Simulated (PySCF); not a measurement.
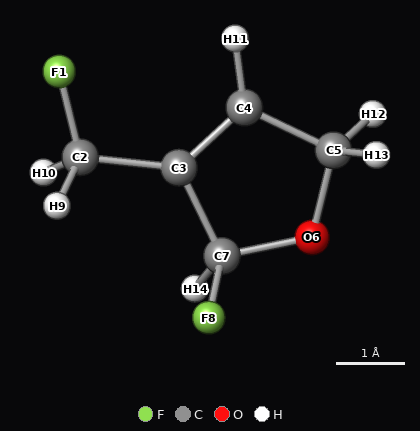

Fig. 1: The structure (ball-and-stick view, seen at a tilt; atoms are numbered from 1 in the order of the input). Bond lengths as drawn: C–C 1.33 to 1.50 Å, C–F 1.37 to 1.38 Å, C–H 1.09 to 1.11 Å and C–O 1.37 to 1.42 Å.

# C5H6F2O: a changed input and its effect

System: C5H6F2O.
Method of run A: GIAO PBE0/pcSseg-1 NMR shielding, non-relativistic, gas phase (PySCF 2.14.0).

The geometry comes from this level: PBE0-D3(BJ)/def2-SVP. Text and figures count atoms from 1; the logs count them from 0 in places.

Input, run A:
```
{"job": {"kind": "nmr", "xc": "PBE0", "basis": "pcSseg-1"}, "charge": 0, "multiplicity": 1}
F      2.242071    -1.568825     0.191603
C      1.865672    -0.343372    -0.281232
C      0.409302    -0.124497    -0.103366
C     -0.484193    -0.919705     0.484613
C     -1.816505    -0.247058     0.475301
O     -1.612259     0.948255    -0.255801
C     -0.274951     1.159044    -0.484111
F      0.213574     2.179551     0.311954
H      2.424642     0.443029     0.257966
H      2.139527    -0.270732    -1.350550
H     -0.281980    -1.894514     0.928888
H     -2.597430    -0.840306    -0.031549
H     -2.179187    -0.026760     1.497112
H     -0.122502     1.498227    -1.524533
```

The first line tells a small driver script what to run in PySCF; the rest is the geometry in Å.

Hardware: 1 CPU thread, shared host.

Output (run A):
```
coarse grid: 12408 points
cycle   1  E = -468.2961719400  dE =  1.292e+00  |g| = 7.992e-01  |ddm| = 3.390e+00
cycle   2  E = -468.1979355172  dE =  9.824e-02  |g| = 1.140e+00  |ddm| = 1.414e+00
cycle   3  E = -468.4019173689  dE = -2.040e-01  |g| = 8.462e-02  |ddm| = 8.888e-01
cycle   4  E = -468.4028693812  dE = -9.520e-04  |g| = 5.459e-02  |ddm| = 1.159e-01
cycle   5  E = -468.4035530034  dE = -6.836e-04  |g| = 1.247e-02  |ddm| = 5.214e-02
cycle   6  E = -468.4035850411  dE = -3.204e-05  |g| = 4.635e-03  |ddm| = 1.375e-02
cycle   7  E = -468.4035901501  dE = -5.109e-06  |g| = 5.333e-04  |ddm| = 4.637e-03
final grid: 122688 points
cycle   8  E = -468.4754481824  dE = -3.628e-05  |g| = 1.133e-02  |ddm| = 2.848e-02
cycle   9  E = -468.4754249503  dE =  2.323e-05  |g| = 1.637e-02  |ddm| = 1.873e-02
cycle  10  E = -468.4754718987  dE = -4.695e-05  |g| = 1.051e-03  |ddm| = 1.136e-02
cycle  11  E = -468.4754721266  dE = -2.279e-07  |g| = 2.665e-04  |ddm| = 1.073e-03
cycle  12  E = -468.4754721367  dE = -1.014e-08  |g| = 1.262e-04  |ddm| = 2.789e-04
cycle  13  E = -468.4754721392  dE = -2.432e-09  |g| = 2.102e-05  |ddm| = 1.047e-04
cycle  14  E = -468.4754721392  dE = -6.719e-11  |g| = 9.009e-06  |ddm| = 2.367e-05
converged SCF energy = -468.4754721392

GIAO shielding tensors (ppm)
atom      isotropic    diamagn.    paramagn.     s11        s22        s33       span
  0 F      433.845     471.048     -37.203    413.929    424.476    463.129     49.200
  1 C      103.346     238.192    -134.847     74.816     80.071    155.149     80.333
  2 C       39.366     266.084    -226.718    -66.318     63.451    120.966    187.284
  3 C       50.732     253.100    -202.368    -54.093     58.065    148.224    202.318
  4 C      106.563     245.670    -139.107     69.878     98.986    150.825     80.947
  5 O      233.441     396.394    -162.953    171.376    233.471    295.476    124.100
  6 C       68.325     240.129    -171.804     40.739     74.591     89.646     48.907
  7 F      301.525     474.339    -172.813    221.701    321.018    361.857    140.155
  8 H       25.988      26.900      -0.912     21.338     27.163     29.463      8.124
  9 H       26.077      26.880      -0.803     21.682     26.737     29.810      8.128
 10 H       24.897      32.006      -7.109     23.480     23.713     27.499      4.019
 11 H       26.539      27.831      -1.292     22.470     25.039     32.108      9.638
 12 H       26.371      27.846      -1.474     22.525     24.894     31.696      9.171
 13 H       25.118      28.534      -3.416     21.985     24.676     28.691      6.706
```

Run B used a changed input.

The two runs side by side:

| quantity | run A | run B |
| --- | --- | --- |
| outcome | converged | converged |
| total energy (hartree) | −468.475472 | −468.861304 |
| HOMO (eV) | −7.77 | −7.81 |
| LUMO (eV) | −0.29 | −0.32 |
| dipole moment (D) | 1.46 | 1.47 |
| shielding of C2 (ppm) | 103.3 | 102.6 |
| shielding of C3 (ppm) | 39.4 | 38.5 |
| shielding of C4 (ppm) | 50.7 | 49.6 |
| shielding of C5 (ppm) | 106.6 | 105.7 |
| shielding of O6 (ppm) | 233.4 | 232.9 |
| shielding of C7 (ppm) | 68.3 | 67.5 |
| shielding of F8 (ppm) | 301.5 | 302.2 |
| SCF iterations | 14 | 14 |
| basis functions | 166 | 166 |
| wall time (shared host) | 20 s | 19 s |

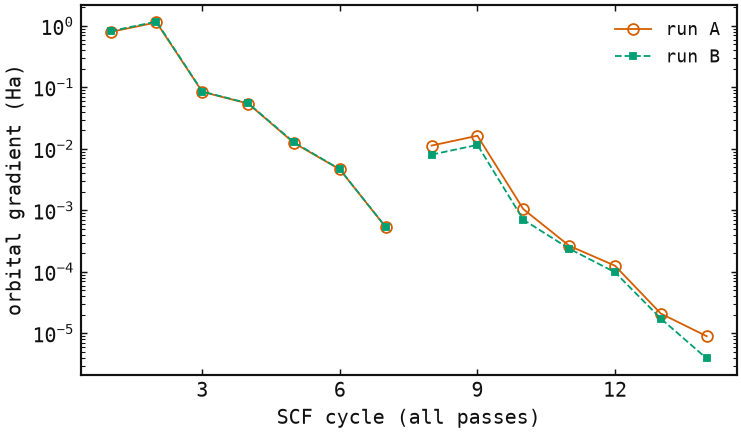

Fig. 2: Convergence of the two runs: orbital gradient against the SCF cycle. A break in a curve parts two SCF passes (coarse and final grid). Run A takes 14 cycles in all, and run B takes 14.

Which change of the input explains these differences?

The change (lines with − go, lines with + come):
```diff
-"xc": "PBE0"
+"xc": "mPW1PW91"
+"pop": false
```

The total energies belong to different methods, so their difference says nothing on which is more stable or more accurate. Of all shieldings, the largest change is that of C4, by −1.1 ppm. The functional changes from PBE0 to mPW1PW91. The number of SCF iterations is the same.

Output (run B):
```
coarse grid: 12408 points
cycle   1  E = -468.6757475224  dE =  1.293e+00  |g| = 8.228e-01  |ddm| = 3.390e+00
cycle   2  E = -468.5709732093  dE =  1.048e-01  |g| = 1.175e+00  |ddm| = 1.442e+00
cycle   3  E = -468.7869492202  dE = -2.160e-01  |g| = 8.571e-02  |ddm| = 9.100e-01
cycle   4  E = -468.7879323054  dE = -9.831e-04  |g| = 5.523e-02  |ddm| = 1.174e-01
cycle   5  E = -468.7886321216  dE = -6.998e-04  |g| = 1.279e-02  |ddm| = 5.284e-02
cycle   6  E = -468.7886661182  dE = -3.400e-05  |g| = 4.667e-03  |ddm| = 1.401e-02
cycle   7  E = -468.7886713045  dE = -5.186e-06  |g| = 5.376e-04  |ddm| = 4.680e-03
final grid: 122688 points
cycle   8  E = -468.8612915838  dE = -3.896e-05  |g| = 8.073e-03  |ddm| = 2.671e-02
cycle   9  E = -468.8612799937  dE =  1.159e-05  |g| = 1.163e-02  |ddm| = 1.319e-02
cycle  10  E = -468.8613034424  dE = -2.345e-05  |g| = 7.071e-04  |ddm| = 7.953e-03
cycle  11  E = -468.8613035410  dE = -9.858e-08  |g| = 2.394e-04  |ddm| = 7.769e-04
cycle  12  E = -468.8613035501  dE = -9.119e-09  |g| = 9.872e-05  |ddm| = 2.323e-04
cycle  13  E = -468.8613035515  dE = -1.384e-09  |g| = 1.746e-05  |ddm| = 7.788e-05
cycle  14  E = -468.8613035516  dE = -4.752e-11  |g| = 3.917e-06  |ddm| = 1.753e-05
converged SCF energy = -468.8613035516

GIAO shielding tensors (ppm)
atom      isotropic    diamagn.    paramagn.     s11        s22        s33       span
  0 F      433.493     471.246     -37.753    413.942    424.251    462.286     48.344
  1 C      102.553     238.150    -135.597     74.039     79.406    154.213     80.174
  2 C       38.547     266.340    -227.793    -67.528     62.790    120.380    187.908
  3 C       49.615     253.016    -203.401    -55.661     57.172    147.334    202.995
  4 C      105.692     245.558    -139.866     69.036     98.173    149.866     80.830
  5 O      232.906     396.529    -163.624    170.883    233.396    294.438    123.555
  6 C       67.492     240.126    -172.634     39.998     73.740     88.738     48.740
  7 F      302.178     474.507    -172.329    222.406    321.646    362.482    140.076
  8 H       26.053      26.936      -0.883     21.415     27.229     29.515      8.099
  9 H       26.146      26.923      -0.777     21.763     26.810     29.865      8.103
 10 H       24.953      32.072      -7.119     23.529     23.765     27.565      4.036
 11 H       26.605      27.847      -1.243     22.555     25.107     32.152      9.598
 12 H       26.436      27.866      -1.431     22.607     24.960     31.740      9.133
 13 H       25.183      28.571      -3.388     22.069     24.743     28.737      6.667
```
